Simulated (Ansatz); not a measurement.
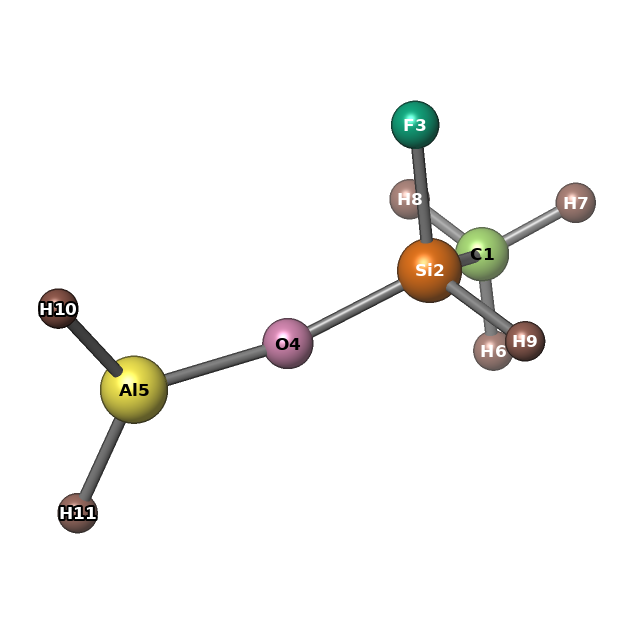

C1 lies behind Si2. The molecule seen a little off the Si2–C1 bond, Si2 in front. Distant atoms are faded towards the background colour. The computed structure is the end point of a PBE-D4/def2-SVP optimisation. No frequency run is at hand to confirm it as a minimum.

Q: What is the torsion angle F3–Si2–C1–H6? The sign is positive where the front bond must turn clockwise to cover the back bond.

A: 180°, antiperiplanar (anti). The bonds about Si2–C1 are staggered.
